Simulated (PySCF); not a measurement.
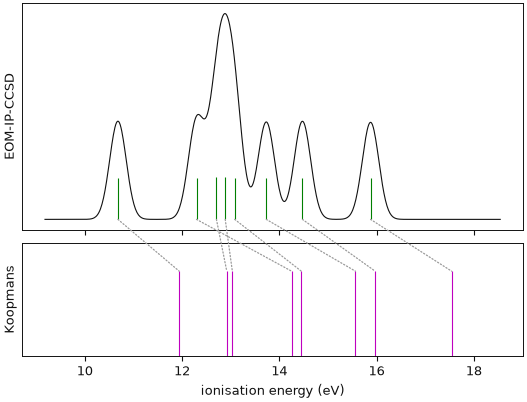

Valence photoelectron lines of CH₄N₂OSi, SMILES N#C[Si@H](N)O: vertical EOM-IP-CCSD/aug-cc-pVDZ (frozen core, PySCF, at a PBE0-D3(BJ)/def2-SVP geometry (no frequency check); 8 lines, one for each of the 8 highest orbitals, so a line of a deeper orbital can be missing among them) above, Hartree-Fock orbital energies with the sign turned below, non-relativistic; dotted lines join each line to its leading orbital. Stick heights are one-hole weights (summed over degenerate lines), not cross-sections; Gaussian width 0.40 eV.

Question: Do correlation and relaxation change the order of the lines?

Answer: Yes: in order of rising energy the holes are HOMO, HOMO−3, HOMO−1, HOMO−2, HOMO−4, HOMO−5, HOMO−6, HOMO−7.

Question: What is the first vertical ionisation energy, and how far is Koopmans' value off?

Answer: 10.68 eV from the HOMO; Koopmans gives 11.94 eV, 1.26 eV too high.

Caveats: small basis, so the lines can lie some tenths of an eV too low.
